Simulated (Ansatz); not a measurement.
Consider Al4Ru.

```yaml
crystal:
  lattice:
    - [5.12878, 0.00000, 0.00000]
    - [0.00000, 17.31636, 0.00000]
    - [-0.91371, 0.00000, 4.99953]
  atoms:
    - { symbol: Ru, position: [0.42530, 0.86325, 0.80890] }
    - { symbol: Ru, position: [0.92530, 0.36325, 0.80890] }
    - { symbol: Ru, position: [0.42530, 0.13675, 0.80890] }
    - { symbol: Ru, position: [0.92530, 0.63675, 0.80890] }
    - { symbol: Al, position: [0.26550, 0.00000, 0.99520] }
    - { symbol: Al, position: [0.76550, 0.50000, 0.99520] }
    - { symbol: Ru, position: [0.27280, 0.50000, 0.14950] }
    - { symbol: Ru, position: [0.77280, 0.00000, 0.14950] }
    - { symbol: Al, position: [0.11770, 0.50000, 0.63530] }
    - { symbol: Al, position: [0.61770, 0.00000, 0.63530] }
    - { symbol: Al, position: [0.43320, 0.38170, 0.92290] }
    - { symbol: Al, position: [0.93320, 0.88170, 0.92290] }
    - { symbol: Al, position: [0.43320, 0.61830, 0.92290] }
    - { symbol: Al, position: [0.93320, 0.11830, 0.92290] }
    - { symbol: Al, position: [0.07530, 0.37730, 0.32430] }
    - { symbol: Al, position: [0.57530, 0.87730, 0.32430] }
    - { symbol: Al, position: [0.07530, 0.62270, 0.32430] }
    - { symbol: Al, position: [0.57530, 0.12270, 0.32430] }
    - { symbol: Al, position: [0.10010, 0.92350, 0.45580] }
    - { symbol: Al, position: [0.60010, 0.42350, 0.45580] }
    - { symbol: Al, position: [0.10010, 0.07650, 0.45580] }
    - { symbol: Al, position: [0.60010, 0.57650, 0.45580] }
    - { symbol: Al, position: [0.07150, 0.76640, 0.56210] }
    - { symbol: Al, position: [0.57150, 0.26640, 0.56210] }
    - { symbol: Al, position: [0.07150, 0.23360, 0.56210] }
    - { symbol: Al, position: [0.57150, 0.73360, 0.56210] }
    - { symbol: Al, position: [0.23910, 0.75380, 0.07600] }
    - { symbol: Al, position: [0.73910, 0.25380, 0.07600] }
    - { symbol: Al, position: [0.23910, 0.24620, 0.07600] }
    - { symbol: Al, position: [0.73910, 0.74620, 0.07600] }
```

Space group Cm; built by placing these elements on a known structure type; not relaxed (largest force 0.6 eV/Å); computed without spin polarisation.

Computed with DFT, PAW plane waves, r2SCAN in Ansatz 0.2.0.

What will maps of the electron localisation function show?

Al–Ru (2.45 Å): the ELF is about 0.40 at the midpoint.
Al–Al (2.57 Å): the ELF peaks at about 0.65 between the atoms.
Al–Ru (2.56 Å): the ELF is about 0.40 at the midpoint.

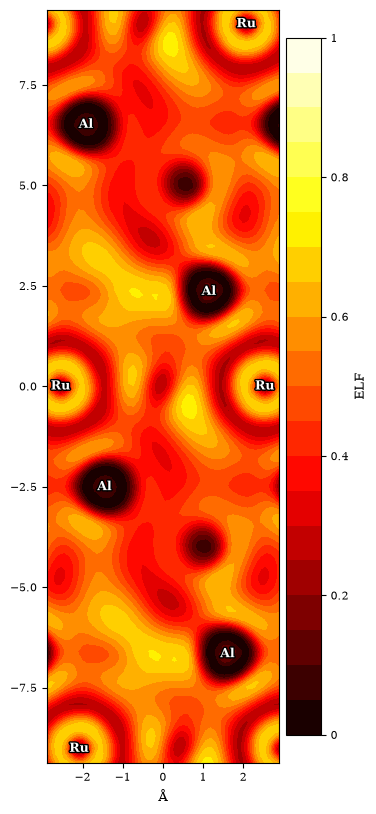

Computed electron localisation function on the (11̄0) plane of the conventional cell. Atoms just off the plane (Al, 0.5 Å away) can leave unmarked features too.

Core electrons are frozen (PAW), and the valence fields are smoothed inside the atomic spheres.
